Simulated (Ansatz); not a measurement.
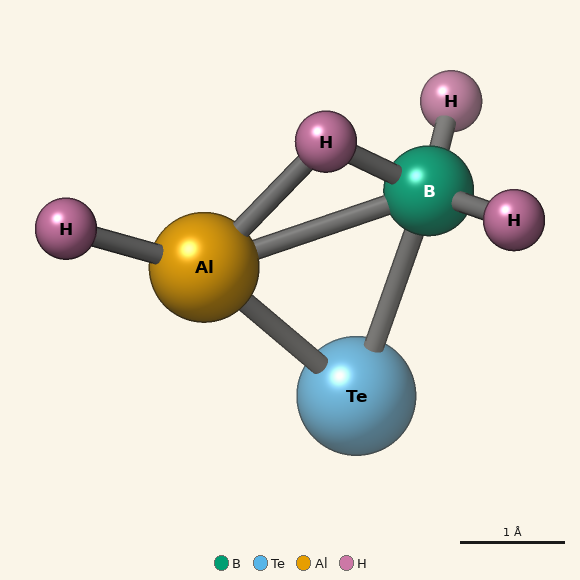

Depth is shown by fading: the farther an atom, the more it takes the colour of the background. The geometry was computed by an optimisation with PBE0-D4/def2-TZVP. No frequency run is at hand to confirm it as a minimum. Masses are those of the most abundant isotopes; constants are for the rigid equilibrium geometry.

> What kind of rotor is it, and what are its rotational constants in cm⁻¹?

An asymmetric top (Cs): A = 0.310, B = 0.107, C = 0.0813 cm⁻¹. Ray's parameter κ is −0.77, nearer the prolate limit.
